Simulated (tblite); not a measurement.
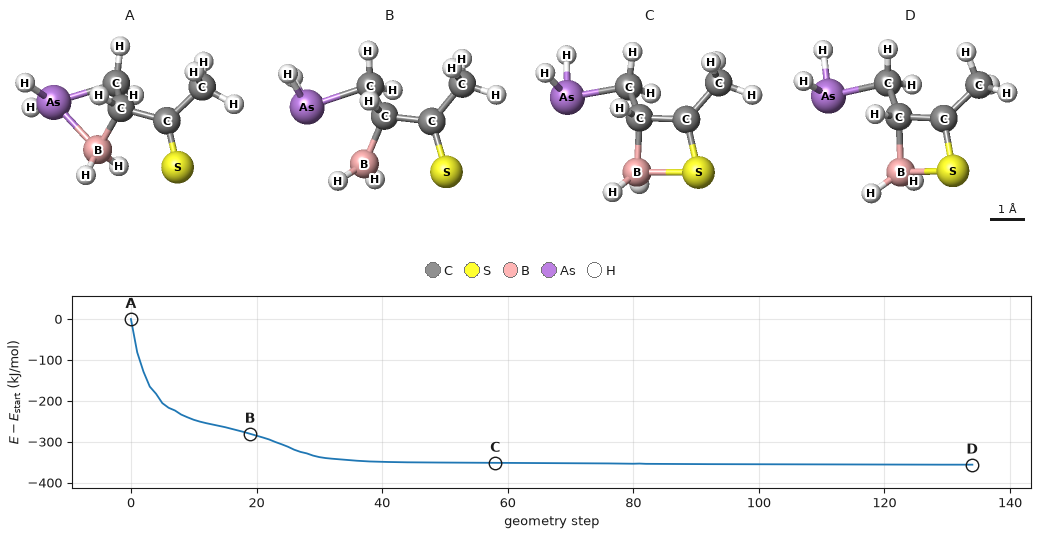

Frames of a relaxation of C4H10AsBS, marked on the history of the run. A ball-and-stick model, seen at a tilt.

Theory: GFN2-xTB geometry optimisation, gas phase (tblite). 

What happens along the run?

An H atom moves most after the best rigid fit: 1.79 Å. By element the largest moves are H 1.79 Å, B 1.09 Å, As 0.62 Å, S 0.44 Å, C 0.36 Å. Some distances before and after: As–B 2.025 → 3.559 Å, B–S 2.786 → 1.979 Å, B–C 2.157 → 2.848 Å, As–C 2.402 → 2.888 Å. New bonds form: B–S (2.79 → 1.98 Å). Bonds break: As–B (2.03 → 3.56 Å). Bond angles that change, for instance: B–C–C 88.2° → 125.1°, H–As–H 117.4° → 88.5°, C–C–As 86.4° → 110.2°. Groups turn about C–C by about 30°. After 134 geometry steps the energy has fallen by 355.8 kJ/mol. Cost: 1.1 s on 1 thread of Arm Neoverse V1, with other jobs on the host. From step 0 to 19: an H atom moves most (0.91 Å), energy −280.4 kJ/mol. From step 19 to 58: an H atom moves most (0.79 Å), energy −71.1 kJ/mol. From step 58 to 134: an H atom moves most (0.90 Å), energy −4.33 kJ/mol.
